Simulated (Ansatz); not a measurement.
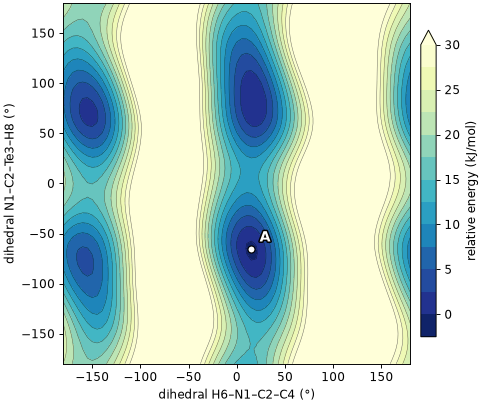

C₂H₄ClNTe, SMILES NC([TeH])=CCl. Coordinates scanned: (1) dihedral H6–N1–C2–C4; (2) dihedral N1–C2–Te3–H8. Nothing is relaxed (all other coordinates rigid). Grid: 9 × 9 points. Points are written as (first, second). All energies are given in kJ/mol relative to the relaxed molecule at the same level. Computed with RKS PBE0-D4/def2-SVP in Ansatz 0.2.0.

The picture shows filled contours, one colour for all values above the top of the scale, the point A. Between grid points the surface is interpolated.

**What is the easiest way out of the well at A, and how high is the barrier?**

The easiest path leads from the well at (20°, −60°) to the well at about (20°, 80°), about 0.63 kJ/mol higher (on a rigid scan; wells that are mirror images or exchange like atoms can differ by this much). Its highest point lies about 12 kJ/mol above the bottom of the first well on the interpolated surface, at about (15°, 10°). The start is the relaxed structure and all else is held, so a fully relaxed path at this level can only be lower.

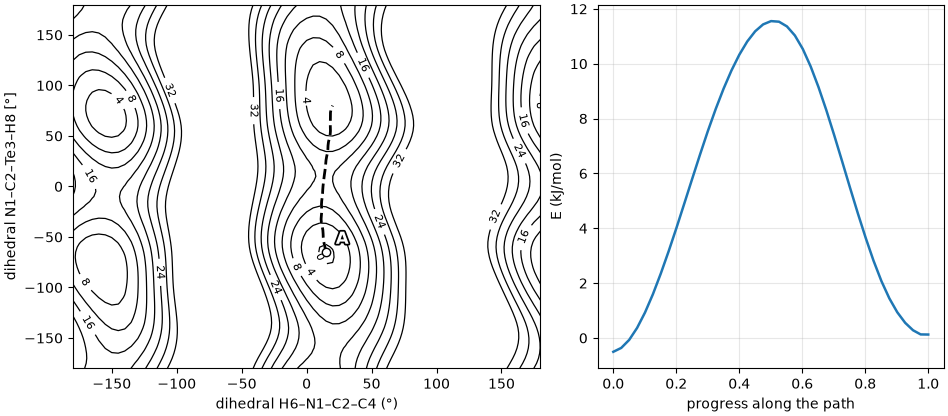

In the figure: contour lines labelled in kJ/mol (none above 32), a line along the lowest path, the energy along the path at the right. Between grid points the surface is interpolated.
